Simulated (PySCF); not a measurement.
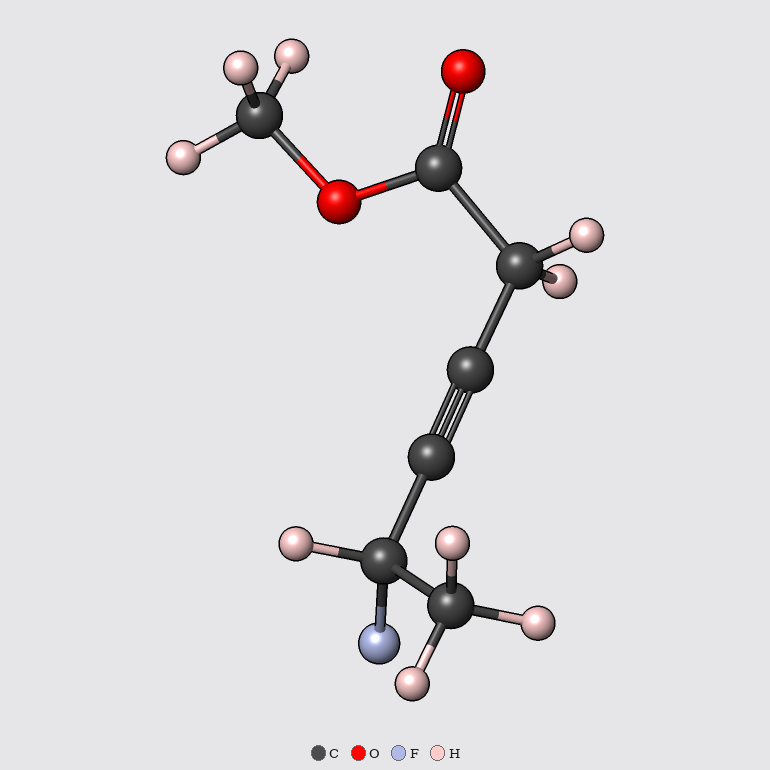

(Drawn from a calculation with PySCF.)

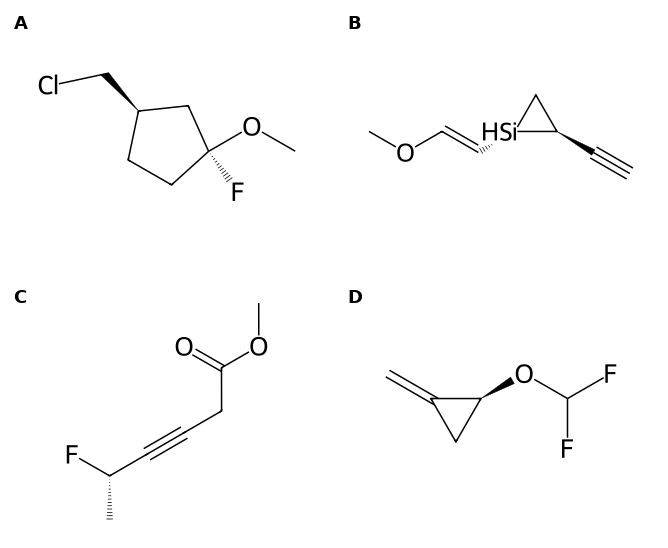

Question: The first picture shows one of the molecules drawn in the second. Which?

Answer: C, `COC(=O)CC#C[C@H](C)F`.
